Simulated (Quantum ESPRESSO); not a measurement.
# AlNi: parallel and opposed starts

A self-consistent run ends on one state, which hangs on the start. Several orders of AlNi are started in Quantum ESPRESSO and their energies compared.

Main program and level: Quantum ESPRESSO 7.5; PBE; plane waves with GBRV 1.5 PBE potentials, no spin-orbit coupling.

The database entry behind the starting cell differs from later determinations by our own check (about 0.2 % short), so it need not match the best structure at ambient conditions.

### Step 1. Set-up

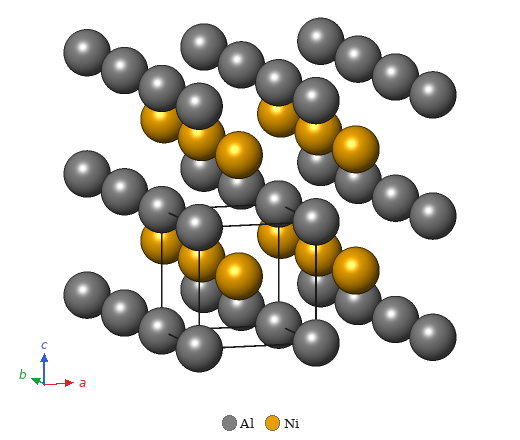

Start, viewed slightly off an axis; aluminium grey, nickel orange. 2×3×2 cells are drawn. Some periodic images of atoms are drawn too.

The cell comes from the Crystallography Open Database.

### Step 2. Run 1 (ferro +)

The signs are those of the starting moments on the seeded atoms, the atoms that are given a moment.

ASE passes magmoms on as starting_magnetization. pw.x reads values of 1 or more as Bohr magnetons; where all are smaller, it reads them as fractions of the valence charge.

pw.py reads:

```python
from ase import Atoms
from ase.calculators.espresso import Espresso, EspressoProfile

atoms = Atoms(['Al', 'Ni'],
    cell=[[2.881, 0.0, 0.0],
         [0.0, 2.881, 0.0],
         [0.0, 0.0, 2.881]],
    scaled_positions=[[0.0, 0.0, 0.0],
         [0.5, 0.5, 0.5]],
    pbc=True,
    magmoms=[0.0, 1.0])
input_data = {
    'control': {'calculation': 'scf', 'prefix': 'pwscf', 'outdir': './tmp', 'disk_io': 'nowf'},
    'system': {'ecutwfc': 40.0, 'ecutrho': 280.0, 'nbnd': 18, 'occupations': 'smearing', 'smearing': 'fd', 'degauss': 0.00734986, 'nspin': 2},
    'electrons': {'conv_thr': 4e-09, 'electron_maxstep': 150, 'mixing_beta': 0.3},
}
atoms.calc = Espresso(
    profile=EspressoProfile(command='mpirun -n 2 pw.x -nk 2', pseudo_dir='pseudo'),
    pseudopotentials={'Al': 'al_pbe_v1.uspp.F.UPF', 'Ni': 'ni_pbe_v1.4.uspp.F.UPF'},
    input_data=input_data,
    kpts=(10, 10, 10),
    koffset=(0, 0, 0))
energy = atoms.get_potential_energy(force_consistent=True)
print(f'free energy: {energy:.6f} eV')
print('site moments (muB):', atoms.get_magnetic_moments().round(3))
```

Command:

```console
OMP_NUM_THREADS=1 python3 pw.py > pw.log
```

Output:

```text
free energy: -4763.076687 eV
site moments (muB): [ 0. -0.]

--- espresso.pwo ---
Program PWSCF v.7.5 starts

Warning: card &CELL ignored
Warning: card &FCP ignored
Warning: card &RISM ignored

     Message from routine setup:
     using ibrav=0 with symmetry is DISCOURAGED, use correct ibrav instead

     K-points division:     npool     =       2
     Subspace diagonalization in iterative solution of the eigenvalue problem:

     G-vector sticks info
     --------------------
     sticks:   dense  smooth     PW     G-vecs:    dense   smooth      PW
     Sum         665     373    129                12893     5497    1045

     Using Slab Decomposition

     bravais-lattice index     =            0
     lattice parameter (alat)  =       5.4443  a.u.
     unit-cell volume          =     161.3713 (a.u.)^3
     number of atoms/cell      =            2
     number of atomic types    =            2
     number of electrons       =        21.00
     number of Kohn-Sham states=           18
     kinetic-energy cutoff     =      40.0000  Ry
     charge density cutoff     =     280.0000  Ry
     scf convergence threshold =      4.0E-09
     mixing beta               =       0.3000
     number of iterations used =            8  plain     mixing
     Exchange-correlation=  SLA  PW   PBX  PBC
                           (   1   4   3   4   0   0   0)

     celldm(1)=   5.444301  celldm(2)=   0.000000  celldm(3)=   0.000000
     celldm(4)=   0.000000  celldm(5)=   0.000000  celldm(6)=   0.000000

     crystal axes: (cart. coord. in units of alat)
               a(1) = (   1.000000   0.000000   0.000000 )
               a(2) = (   0.000000   1.000000   0.000000 )
               a(3) = (   0.000000   0.000000   1.000000 )

     reciprocal axes: (cart. coord. in units 2 pi/alat)
               b(1) = (  1.000000  0.000000  0.000000 )
               b(2) = (  0.000000  1.000000  0.000000 )
               b(3) = (  0.000000  0.000000  1.000000 )

     PseudoPot. # 1 for Al read from file:
     al_pbe_v1.uspp.F.UPF
     Pseudo is Ultrasoft + core correction, Zval =  3.0
     Generated by new atomic code, or converted to UPF format
     Using radial grid of  893 points,  3 beta functions with:
                l(1) =   0
                l(2) =   1
                l(3) =   2
     Q(r) pseudized with  8 coefficients,  rinner =    0.900   0.900   0.900
                                                       0.900   0.900

     PseudoPot. # 2 for Ni read from file:
     ni_pbe_v1.4.uspp.F.UPF
     Pseudo is Ultrasoft + core correction, Zval = 18.0
     Generated by new atomic code, or converted to UPF format
     Using radial grid of  865 points,  6 beta functions with:
                l(1) =   0
                l(2) =   0
                l(3) =   1
                l(4) =   1
                l(5) =   2
                l(6) =   2
     Q(r) pseudized with 10 coefficients,  rinner =    0.980   0.980   0.980
                                                       0.980   0.980

     atomic species   valence    mass     pseudopotential
     Al                3.00    26.98154     Al( 1.00)
     Ni               18.00    58.69340     Ni( 1.00)

     Starting magnetic structure
     atomic species   magnetization
     Al              0.000
     Ni              0.056

     48 Sym. Ops., with inversion, found

   Cartesian axes

     site n.     atom                  positions (alat units)
         1        Al     tau(   1) = (   0.0000000   0.0000000   0.0000000  )
         2        Ni     tau(   2) = (   0.5000000   0.5000000   0.5000000  )

     number of k points=    56  Fermi-Dirac smearing, width (Ry)=  0.0073
                       cart. coord. in units 2pi/alat
        k(    1) = (   0.0000000   0.0000000   0.0000000), wk =   0.0010000
        k(    2) = (   0.0000000   0.0000000   0.1000000), wk =   0.0060000
        k(    3) = (   0.0000000   0.0000000   0.2000000), wk =   0.0060000
        k(    4) = (   0.0000000   0.0000000   0.3000000), wk =   0.0060000
        k(    5) = (   0.0000000   0.0000000   0.4000000), wk =   0.0060000
        [... 51 further k-points ...]

     Dense  grid:    12893 G-vectors     FFT dimensions: (  30,  30,  30)

     Smooth grid:     5497 G-vectors     FFT dimensions: (  24,  24,  24)

     Check: negative core charge=   -0.000008
     Generating pointlists ...
     new r_m :   0.3572 (alat units)  1.9449 (a.u.) for type    1
     new r_m :   0.3572 (alat units)  1.9449 (a.u.) for type    2

     Initial potential from superposition of free atoms

     starting charge      18.9975, renormalised to      21.0000
     Starting wfcs are   17 randomized atomic wfcs +    1 random wfcs

     Self-consistent Calculation

     iteration #  1     ecut=    40.00 Ry     beta= 0.30
     Davidson diagonalization with overlap
     ethr =  1.00E-02,  avg # of iterations =  5.4

     total energy              =    -334.59516381 Ry
     estimated scf accuracy    <      54.61868798 Ry

     total magnetization       =     0.03 Bohr mag/cell
     absolute magnetization    =     0.07 Bohr mag/cell

     iteration #  2     ecut=    40.00 Ry     beta= 0.30
     Davidson diagonalization with overlap
     ethr =  1.00E-02,  avg # of iterations =  3.0

     total energy              =    -349.65565559 Ry
     estimated scf accuracy    <      12.48862261 Ry

     total magnetization       =     0.02 Bohr mag/cell
     absolute magnetization    =     0.04 Bohr mag/cell

     iteration #  3     ecut=    40.00 Ry     beta= 0.30
     Davidson diagonalization with overlap
     ethr =  1.00E-02,  avg # of iterations =  2.0

     total energy              =    -350.15590903 Ry
     estimated scf accuracy    <       1.97155427 Ry

     total magnetization       =     0.03 Bohr mag/cell
     absolute magnetization    =     0.09 Bohr mag/cell

     [... further iterations left out ...]

     iteration # 22     ecut=    40.00 Ry     beta= 0.30
     Davidson diagonalization with overlap
     ethr =  8.32E-08,  avg # of iterations =  1.5

     total energy              =    -350.07970854 Ry
     estimated scf accuracy    <       0.00000627 Ry

     total magnetization       =     0.00 Bohr mag/cell
     absolute magnetization    =     0.00 Bohr mag/cell

     iteration # 23     ecut=    40.00 Ry     beta= 0.30
     Davidson diagonalization with overlap
     ethr =  2.99E-08,  avg # of iterations =  2.0

     total energy              =    -350.07970985 Ry
     estimated scf accuracy    <       0.00000202 Ry

     total magnetization       =     0.00 Bohr mag/cell
     absolute magnetization    =     0.00 Bohr mag/cell

     iteration # 24     ecut=    40.00 Ry     beta= 0.30
     Davidson diagonalization with overlap
     ethr =  9.63E-09,  avg # of iterations =  1.0

     total energy              =    -350.07971004 Ry
     estimated scf accuracy    <       0.00000004 Ry

     total magnetization       =     0.00 Bohr mag/cell
     absolute magnetization    =     0.00 Bohr mag/cell

     iteration # 25     ecut=    40.00 Ry     beta= 0.30
     Davidson diagonalization with overlap
     ethr =  1.72E-10,  avg # of iterations =  2.0

     Magnetic moment per site  (integrated on atomic sphere of radius R)
     atom   1 (R=0.357)  charge=  1.2417  magn=  0.0000
     atom   2 (R=0.357)  charge= 16.8190  magn= -0.0000

     End of self-consistent calculation

     Number of k-points >= 100: set verbosity='high' to print the bands.

     the Fermi energy is    13.8378 ev

!    total energy              =    -350.07971006 Ry
     estimated scf accuracy    <          2.4E-09 Ry
     smearing contrib. (-TS)   =      -0.00183433 Ry
     internal energy E=F+TS    =    -350.07787573 Ry

     The total energy is F=E-TS. E is the sum of the following terms:
     one-electron contribution =    -263.23132083 Ry
     hartree contribution      =     142.63073449 Ry
     xc contribution           =     -40.02612715 Ry
     ewald contribution        =    -189.45116224 Ry

     total magnetization       =     0.00 Bohr mag/cell
     absolute magnetization    =     0.00 Bohr mag/cell

     convergence has been achieved in  25 iterations

=------------------------------------------------------------------------------=
   JOB DONE.
=------------------------------------------------------------------------------=
```

Run time: 20 s. Hardware: 2 MPI ranks of Arm Neoverse V2, shared host; peak memory 0.25 GiB.

The spin moment in the atom's sphere vanishes on all atoms.

This step gave:

| Property | Result |
| --- | --- |
| smearing term TS | 0.02496 eV |
| magnetization | 0 μB |
| absolute magnetization | 0 μB |
| final state | non-magnetic |

### Step 3. Run 2, typed as antiferro q=(1/2,1/2,1/2) +−

The cell is doubled to 4 atoms to hold this order. The wavevector q is in fractions of the reciprocal vectors of the crystal's primitive cell, as the cells of these inputs are built from it; moments change sign between cells as cos(2π q·R).

pw.py reads:

```python
from ase import Atoms
from ase.calculators.espresso import Espresso, EspressoProfile

atoms = Atoms(['Al', 'Al', 'Ni', 'Ni'],
    cell=[[5.762, 0.0, 0.0],
         [2.881, 2.881, 0.0],
         [2.881, 0.0, 2.881]],
    scaled_positions=[[0.0, 0.0, 0.0],
         [0.5, 0.0, 0.0],
         [0.75, 0.5, 0.5],
         [0.25, 0.5, 0.5]],
    pbc=True,
    magmoms=[0.0, 0.0, 1.0, -1.0])
input_data = {
    'control': {'calculation': 'scf', 'prefix': 'pwscf', 'outdir': './tmp', 'disk_io': 'nowf'},
    'system': {'ecutwfc': 40.0, 'ecutrho': 280.0, 'nbnd': 30, 'occupations': 'smearing', 'smearing': 'fd', 'degauss': 0.00734986, 'nspin': 2},
    'electrons': {'conv_thr': 8e-09, 'electron_maxstep': 150, 'mixing_beta': 0.3},
}
atoms.calc = Espresso(
    profile=EspressoProfile(command='mpirun -n 2 pw.x -nk 2', pseudo_dir='pseudo'),
    pseudopotentials={'Al': 'al_pbe_v1.uspp.F.UPF', 'Ni': 'ni_pbe_v1.4.uspp.F.UPF'},
    input_data=input_data,
    kpts=(5, 10, 10),
    koffset=(0, 0, 0))
energy = atoms.get_potential_energy(force_consistent=True)
print(f'free energy: {energy:.6f} eV')
print('site moments (muB):', atoms.get_magnetic_moments().round(3))
```

Command:

```console
OMP_NUM_THREADS=1 python3 pw.py > pw.log
```

Output:

```text
[banner, memory and clock lines left out]
free energy: -9526.153373 eV
site moments (muB): [ 0.  0. -0.  0.]

--- espresso.pwo ---
Program PWSCF v.7.5 starts

Warning: card &CELL ignored
Warning: card &FCP ignored
Warning: card &RISM ignored

     Message from routine setup:
     using ibrav=0 with symmetry is DISCOURAGED, use correct ibrav instead

     bravais-lattice index     =            0
     lattice parameter (alat)  =      10.8886  a.u.
     unit-cell volume          =     322.7427 (a.u.)^3
     number of atoms/cell      =            4
     number of atomic types    =            3
     number of electrons       =        42.00
     number of Kohn-Sham states=           30
     kinetic-energy cutoff     =      40.0000  Ry
     charge density cutoff     =     280.0000  Ry
     scf convergence threshold =      8.0E-09
     mixing beta               =       0.3000
     number of iterations used =            8  plain     mixing
     Exchange-correlation=  SLA  PW   PBX  PBC
                           (   1   4   3   4   0   0   0)

     celldm(1)=  10.888602  celldm(2)=   0.000000  celldm(3)=   0.000000
     celldm(4)=   0.000000  celldm(5)=   0.000000  celldm(6)=   0.000000

     crystal axes: (cart. coord. in units of alat)
               a(1) = (   1.000000   0.000000   0.000000 )
               a(2) = (   0.500000   0.500000   0.000000 )
               a(3) = (   0.500000   0.000000   0.500000 )

     reciprocal axes: (cart. coord. in units 2 pi/alat)
               b(1) = (  1.000000 -1.000000 -1.000000 )
               b(2) = (  0.000000  2.000000  0.000000 )
               b(3) = (  0.000000  0.000000  2.000000 )

     PseudoPot. # 1 for Al read from file:
     al_pbe_v1.uspp.F.UPF
     Pseudo is Ultrasoft + core correction, Zval =  3.0

     PseudoPot. # 2 for Ni read from file:
     ni_pbe_v1.4.uspp.F.UPF
     Pseudo is Ultrasoft + core correction, Zval = 18.0

     PseudoPot. # 3 for Ni read from file:
     ni_pbe_v1.4.uspp.F.UPF
     Pseudo is Ultrasoft + core correction, Zval = 18.0

     atomic species   valence    mass     pseudopotential
     Al                3.00    26.98154     Al( 1.00)
     Ni               18.00    58.69340     Ni( 1.00)
     Ni1              18.00    58.69340     Ni( 1.00)

     Starting magnetic structure
     atomic species   magnetization
     Al              0.000
     Ni              0.056
     Ni1            -0.056

     48 Sym. Ops., with inversion, found (24 have fractional translation)

   Cartesian axes

     site n.     atom                  positions (alat units)
         1        Al     tau(   1) = (   0.0000000   0.0000000   0.0000000  )
         2        Al     tau(   2) = (   0.5000000   0.0000000   0.0000000  )
         3        Ni     tau(   3) = (   1.2500000   0.2500000   0.2500000  )
         4        Ni1    tau(   4) = (   0.7500000   0.2500000   0.2500000  )

     number of k points=    28  Fermi-Dirac smearing, width (Ry)=  0.0073
                       cart. coord. in units 2pi/alat
        k(    1) = (   0.0000000   0.0000000   0.0000000), wk =   0.0020000
        k(    2) = (   0.0000000   0.0000000   0.2000000), wk =   0.0120000
        k(    3) = (   0.0000000   0.0000000   0.4000000), wk =   0.0120000
        k(    4) = (   0.0000000   0.0000000   0.6000000), wk =   0.0120000
        k(    5) = (   0.0000000   0.0000000   0.8000000), wk =   0.0120000
        [... 23 further k-points ...]

     Dense  grid:    25605 G-vectors     FFT dimensions: (  60,  45,  45)

     Smooth grid:    11017 G-vectors     FFT dimensions: (  48,  32,  32)

     Check: negative core charge=   -0.000007
     Generating pointlists ...
     new r_m :   0.1786 (alat units)  1.9449 (a.u.) for type    1
     new r_m :   0.1786 (alat units)  1.9449 (a.u.) for type    2
     new r_m :   0.1786 (alat units)  1.9449 (a.u.) for type    3

     Initial potential from superposition of free atoms

     starting charge      37.9951, renormalised to      42.0000
     Starting wfcs are   34 randomized atomic wfcs

     Self-consistent Calculation

     iteration #  1     ecut=    40.00 Ry     beta= 0.30
     Davidson diagonalization with overlap
     ethr =  1.00E-02,  avg # of iterations =  7.2

     total energy              =    -669.18047444 Ry
     estimated scf accuracy    <     109.25431771 Ry

     total magnetization       =     0.00 Bohr mag/cell
     absolute magnetization    =     0.17 Bohr mag/cell

     iteration #  2     ecut=    40.00 Ry     beta= 0.30
     Davidson diagonalization with overlap
     ethr =  1.00E-02,  avg # of iterations =  3.1

     total energy              =    -699.31093147 Ry
     estimated scf accuracy    <      24.97422343 Ry

     total magnetization       =    -0.00 Bohr mag/cell
     absolute magnetization    =     0.08 Bohr mag/cell

     [... further iterations left out ...]

     iteration # 25     ecut=    40.00 Ry     beta= 0.30
     Davidson diagonalization with overlap
     ethr =  2.00E-10,  avg # of iterations =  2.0

     total energy              =    -700.15942007 Ry
     estimated scf accuracy    <       0.00000002 Ry

     total magnetization       =    -0.00 Bohr mag/cell
     absolute magnetization    =     0.00 Bohr mag/cell

     iteration # 26     ecut=    40.00 Ry     beta= 0.30
     Davidson diagonalization with overlap
     ethr =  4.72E-11,  avg # of iterations =  1.1

     Magnetic moment per site  (integrated on atomic sphere of radius R)
     atom   1 (R=0.179)  charge=  1.2416  magn=  0.0000
     atom   2 (R=0.179)  charge=  1.2416  magn=  0.0000
     atom   3 (R=0.179)  charge= 16.8193  magn= -0.0001
     atom   4 (R=0.179)  charge= 16.8194  magn=  0.0001

     End of self-consistent calculation

     [... lines left out ...]
     the Fermi energy is    13.8379 ev

!    total energy              =    -700.15942007 Ry
     estimated scf accuracy    <          5.8E-09 Ry
     smearing contrib. (-TS)   =      -0.00366865 Ry
     internal energy E=F+TS    =    -700.15575143 Ry

     The total energy is F=E-TS. E is the sum of the following terms:
     one-electron contribution =    -526.46256094 Ry
     hartree contribution      =     285.26137286 Ry
     xc contribution           =     -80.05223887 Ry
     ewald contribution        =    -378.90232449 Ry

     total magnetization       =    -0.00 Bohr mag/cell
     absolute magnetization    =     0.00 Bohr mag/cell

     convergence has been achieved in  26 iterations
```

Wall time 52 s (2 MPI ranks); peak memory 0.35 GiB; 1.7 min of CPU time.

Spin moment in the atom's sphere by atom:

```
atom  spin moment in the atom's sphere (μB)
 Al1                                 0.0000
 Al2                                 0.0000
 Ni3                                -0.0001
 Ni4                                 0.0001
```

Numbers from this step:

```yaml
smearing_term_ts: 0.04991 eV
magnetization: 0 μB
absolute_magnetization: 0 μB
final_state: non-magnetic
```

### Step 4. Run 3, typed as antiferro q=(0,1/2,1/2) +−

The cell is doubled to 4 atoms to hold this order.

Edit pw.py of step 3 so:

```diff
@@ -4,9 +4,9 @@
 atoms = Atoms(['Al', 'Al', 'Ni', 'Ni'],
-    cell=[[5.762, 0.0, 0.0],
-         [2.881, 2.881, 0.0],
-         [2.881, 0.0, 2.881]],
+    cell=[[2.881, 0.0, 0.0],
+         [0.0, 5.762, 0.0],
+         [0.0, 2.881, 2.881]],
     scaled_positions=[[0.0, 0.0, 0.0],
-         [0.5, 0.0, 0.0],
-         [0.75, 0.5, 0.5],
-         [0.25, 0.5, 0.5]],
+         [0.0, 0.5, 0.0],
+         [0.5, 0.0, 0.5],
+         [0.5, 0.5, 0.5]],
     pbc=True,
@@ -22,3 +22,3 @@
     input_data=input_data,
-    kpts=(5, 10, 10),
+    kpts=(10, 5, 10),
     koffset=(0, 0, 0))
```

Command:

```console
OMP_NUM_THREADS=1 python3 pw.py > pw.log
```

Output:

```text
     [... lines left out ...]
free energy: -9526.153374 eV
site moments (muB): [ 0.  0. -0.  0.]
--- espresso.pwo ---
Program PWSCF v.7.5 starts
     [... lines left out ...]
     number of atoms/cell      =            4
     [... lines left out ...]
     number of electrons       =        42.00
     number of Kohn-Sham states=           30
     kinetic-energy cutoff     =      40.0000  Ry
     charge density cutoff     =     280.0000  Ry
     scf convergence threshold =      8.0E-09
     [... lines left out ...]
     16 Sym. Ops., with inversion, found ( 8 have fractional translation)
     [... lines left out ...]
     number of k points=    72  Fermi-Dirac smearing, width (Ry)=  0.0073
     [... lines left out ...]
     iteration # 21     ecut=    40.00 Ry     beta= 0.30
     [... lines left out ...]
     Magnetic moment per site  (integrated on atomic sphere of radius R)
     atom   1 (R=0.357)  charge=  1.2415  magn=  0.0000
     atom   2 (R=0.357)  charge=  1.2415  magn=  0.0000
     atom   3 (R=0.357)  charge= 16.8193  magn= -0.0000
     atom   4 (R=0.357)  charge= 16.8193  magn=  0.0000
     [... lines left out ...]
     the Fermi energy is    13.8379 ev
!    total energy              =    -700.15942014 Ry
     estimated scf accuracy    <          2.9E-10 Ry
     smearing contrib. (-TS)   =      -0.00366877 Ry
     [... lines left out ...]
     total magnetization       =     0.00 Bohr mag/cell
     absolute magnetization    =     0.00 Bohr mag/cell
     convergence has been achieved in  21 iterations
```

It took 91 s on 2 MPI ranks; peak memory 0.39 GiB.

The spin moment in the atom's sphere vanishes on all atoms.

Read from the output:

```yaml
smearing_term_ts: 0.04992 eV
magnetization: 0 μB
absolute_magnetization: 0 μB
final_state: non-magnetic
```

(Part 1 of 2 ends here.)

[Logs and program files are shortened in this print: banners, set-up blocks, solver, clock and traceback lines can be left out without a mark of their own.]

[Logs are printed without paths, hosts, clocks, repeated set-up lines and the standing remarks that a program may print on its own settings, such as how far it seeks lower states.]

[Hosts, paths, dates, database ids (printed as entryN), source tags and the programs' standing remarks are cut or masked in the printed files.]

[Where a cell is said to come from a database of computed structures, the database is the Materials Project.]
